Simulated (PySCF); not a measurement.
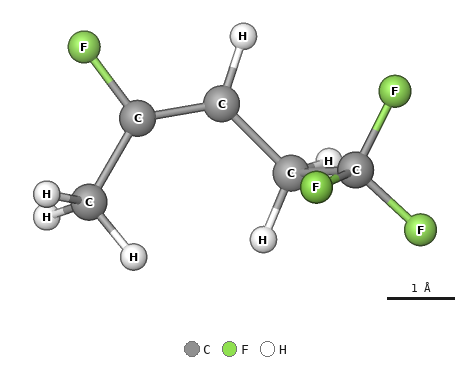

The input geometry (ball-and-stick view, seen at a tilt). Bond lengths as drawn: C–C 1.33 to 1.52 Å, C–F 1.34 to 1.35 Å and C–H 1.08 to 1.09 Å.

Run report: C5H6F4, excited-state calculation

The run: excited-state calculation of C5H6F4. Method and program: TDDFT CAM-B3LYP/def2-SVPD, vertical, gas phase, core orbitals frozen in the response (PySCF 2.14.0).

The geometry comes from this level: GFN2-xTB. It belongs to a series of runs on one base structure; here: CH2 inserted into a C-C bond.

### The input
```
{"job": {"kind": "uv", "xc": "CAM-B3LYP", "basis": "def2-SVPD", "nstates": 8, "ntriplets": 3}, "charge": 0, "multiplicity": 1}
C     -2.092736     0.345984     0.426049
C     -1.008870     1.006044    -0.349629
F     -1.354272     2.253596    -0.745310
C      0.186025     0.564592    -0.714482
C      0.755238    -0.782192    -0.392776
C      1.873430    -0.651168     0.630077
F      2.432662    -1.840444     0.909811
F      2.863418     0.147574     0.213620
F      1.438753    -0.153603     1.796618
H     -2.907605     0.065981    -0.241914
H     -2.486516     1.054527     1.152941
H     -1.734293    -0.534618     0.946766
H      0.831159     1.226791    -1.273483
H      0.009439    -1.459886     0.022042
H      1.189755    -1.235188    -1.287140
```

The first line tells a small driver script what to run in PySCF; the rest is the geometry in Å.

Machine: 1 CPU thread, shared host.

Launched with:
```bash
OMP_NUM_THREADS=1 python <driver script> task.json out
```

### Log
```
coarse grid: 13496 points
cycle   1  E = -592.6453918078  dE =  1.446e+00  |g| = 9.816e-01  |ddm| = 6.106e+00
cycle   2  E = -592.5914831392  dE =  5.391e-02  |g| = 1.216e+00  |ddm| = 2.095e+00
cycle   3  E = -592.8229648618  dE = -2.315e-01  |g| = 7.102e-02  |ddm| = 1.122e+00
cycle   4  E = -592.8236964563  dE = -7.316e-04  |g| = 3.485e-02  |ddm| = 1.418e-01
cycle   5  E = -592.8239366975  dE = -2.402e-04  |g| = 1.138e-02  |ddm| = 6.257e-02
cycle   6  E = -592.8239626596  dE = -2.596e-05  |g| = 2.775e-03  |ddm| = 1.799e-02
cycle   7  E = -592.8239643995  dE = -1.740e-06  |g| = 4.837e-04  |ddm| = 4.788e-03
final grid: 134688 points
cycle   8  E = -592.9106988993  dE = -4.135e-05  |g| = 5.494e-03  |ddm| = 8.386e-02
cycle   9  E = -592.9106973732  dE =  1.526e-06  |g| = 6.534e-03  |ddm| = 1.555e-02
cycle  10  E = -592.9107044579  dE = -7.085e-06  |g| = 4.918e-04  |ddm| = 6.381e-03
cycle  11  E = -592.9107044993  dE = -4.135e-08  |g| = 1.996e-04  |ddm| = 9.406e-04
cycle  12  E = -592.9107045069  dE = -7.683e-09  |g| = 5.394e-05  |ddm| = 3.385e-04
cycle  13  E = -592.9107045075  dE = -5.987e-10  |g| = 1.227e-05  |ddm| = 8.439e-05
```

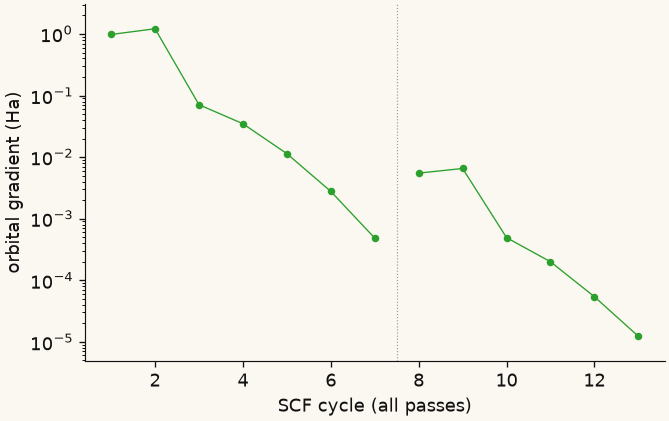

Convergence of the self-consistent field: orbital gradient against the SCF cycle. The dotted line marks the change from a coarse to the final integration grid. The first 7 cycles use a coarse grid, the final grid takes over at cycle 8, and the field converges after 13 cycles in all.

```
converged SCF energy = -592.9107045075

Static polarisability (au): isotropic 64.348, principal 52.600 59.569 80.874

Singlet excitations
state   eV       nm        f      main configurations
  1   7.1660    173.0   0.00721   H->L 0.46, H->L+1 0.45
  2   7.2509    171.0   0.42950   H->L 0.48, H->L+1 0.47
  3   7.8160    158.6   0.00313   H->L+2 0.58, H->L+5 0.16, H->L+3 0.11
  4   8.1085    152.9   0.03346   H->L+3 0.79
  5   8.5616    144.8   0.01327   H->L+5 0.48, H->L+4 0.22, H->L+2 0.14
  6   8.7194    142.2   0.01166   H->L+4 0.56, H->L+2 0.13, H->L+8 0.09
  7   8.9541    138.5   0.00056   H-1->L 0.47, H-1->L+1 0.42
  8   9.1189    136.0   0.01167   H->L+7 0.64, H->L+8 0.21

Triplet excitations (Tamm-Dancoff, eV): 4.3734 7.0440 7.6035
```

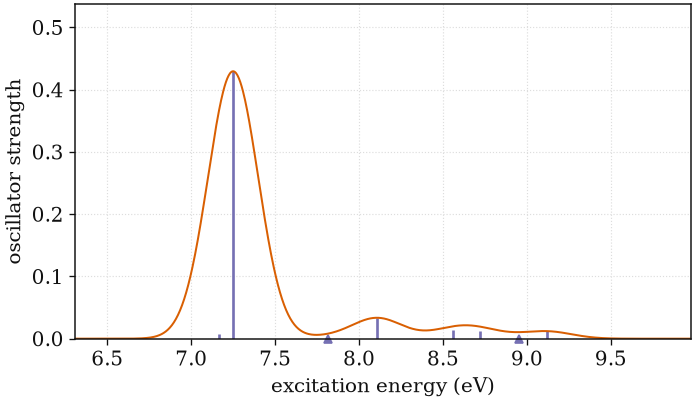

Computed excitations as sticks (degenerate states added up, dark ones marked on the axis), with a Gaussian envelope of 0.35 eV full width at half maximum, scaled to the tallest. Of the 8 states the lowest lies at 7.17 eV (f = 0.007); the strongest line is at 7.25 eV, or 171 nm (f = 0.429).

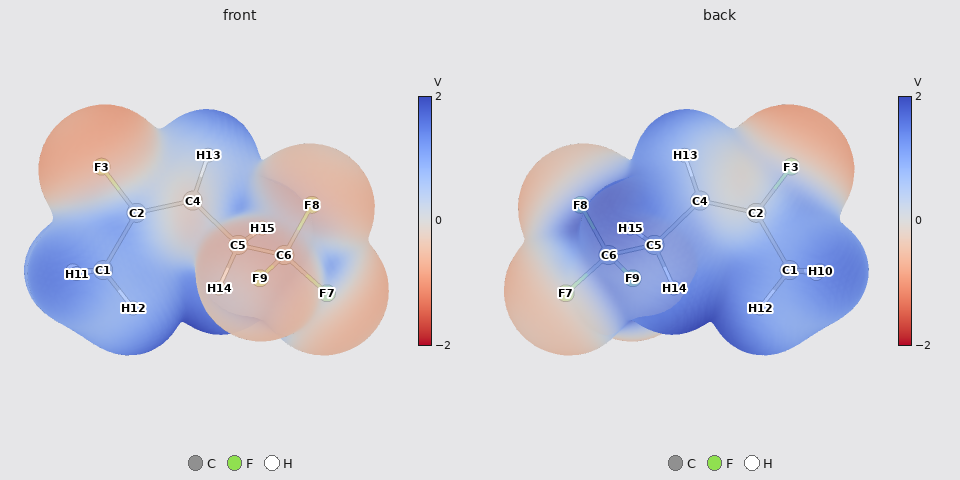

The electrostatic potential painted on the density surface at 0.004 e/bohr³, seen face on and from behind; the colour scale runs from red (negative) to blue (positive). A positive charge is drawn to the negative regions and a negative charge to the positive ones. Its dipole moment is 2.65 D.

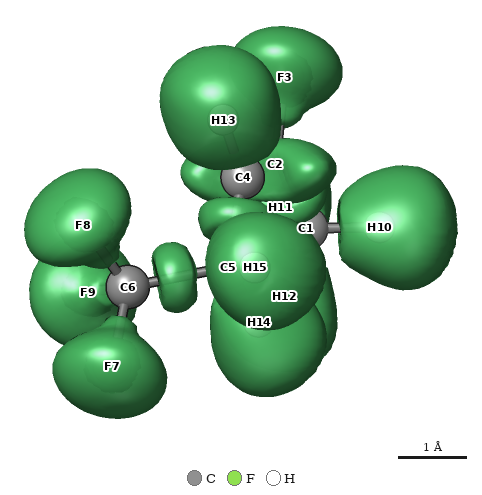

Isosurface of the electron localisation function at 0.75 (green), seen at an oblique angle. Only the valence region is drawn (cores and ρ < 0.01 e/Å³ removed). Values along the shortest contacts: C–C (1.33 Å): the ELF peaks at about 0.95 between the atoms; a multiple bond by its length, whose ELF region spreads away from the axis.

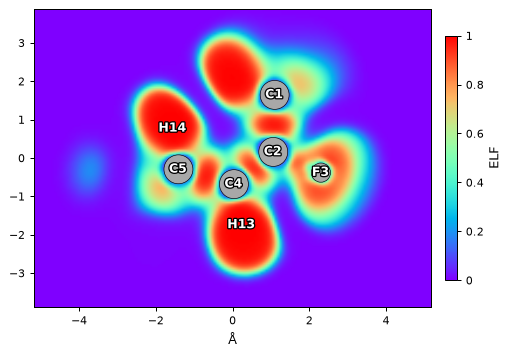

Electron localisation function on the plane of atoms C5, C4 and H13. Grey discs, where drawn, cover atomic cores. Atoms in the plane: C, F and H. C–C (1.33 Å): the ELF peaks at about 0.95 between the atoms; a double or triple bond. C–F (1.35 Å): the ELF peaks at about 0.85 between the atoms, which marks a shared but strongly polarised pair. C–C (1.49 Å): the ELF peaks at about 0.95 between the atoms (a shared electron pair).

### Key numbers

```csv
quantity,value
outcome,converged
total energy,−592.910705 hartree
HOMO,−8.95 eV
LUMO,1.04 eV
dipole moment,2.65 D
mean polarisability,64.35 a.u.
lowest singlet excitation,7.17 eV
wall time,2.1 min
peak memory,1 GiB
```
